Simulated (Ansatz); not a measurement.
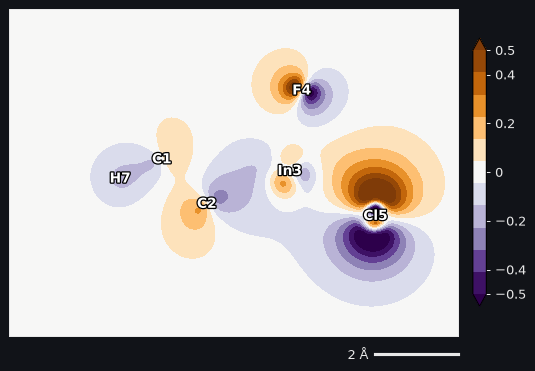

C₂H₅ClFIn. The HOMO−1 on the plane of atoms C2, In3 and Cl5 (values in Å⁻³ᐟ²; the overall sign is arbitrary).

Geometry: PBE0-D4/def2-TZVP; core potentials replace the inner electrons of In.

The calculation used RKS PBE0-D4/def2-TZVPP (Ansatz).

Input

```
crystal:
  periodic: [false, false, false]
  atoms:
    - {symbol: C, position_ang: [0.246416, -1.099739, 0.878638]}
    - {symbol: C, position_ang: [0.528487, 0.329305, 0.443571]}
    - {symbol: In, position_ang: [-0.625025, 0.958844, -1.247213]}
    - {symbol: F, position_ang: [-1.892896, -0.267648, -2.082878]}
    - {symbol: Cl, position_ang: [-0.676127, 2.978592, -2.385014]}
    - {symbol: H, position_ang: [-0.796326, -1.242661, 1.167541]}
    - {symbol: H, position_ang: [0.865580, -1.362175, 1.741976]}
    - {symbol: H, position_ang: [0.463724, -1.820387, 0.088294]}
    - {symbol: H, position_ang: [1.573310, 0.475036, 0.160298]}
    - {symbol: H, position_ang: [0.312866, 1.050833, 1.234786]}
basis:
  gaussian: {orbitals: def2-TZVPP}
hamiltonian: {xc: pbe0, dispersion: d4}
output: {orbitals: {seedname: orbitals}}
```

Launched as:

```sh
ansatz run in.yaml --threads 4 --pin off --events-out ev --progress --plain --max-ram 10444MiB
```

### Describe this orbital and give its energy.

It lies mainly on Cl5 (about 75 %), In3 (about 10 %) and F4 (about 5 %); largely a lone pair of Cl5. Its energy is −8.97 eV.
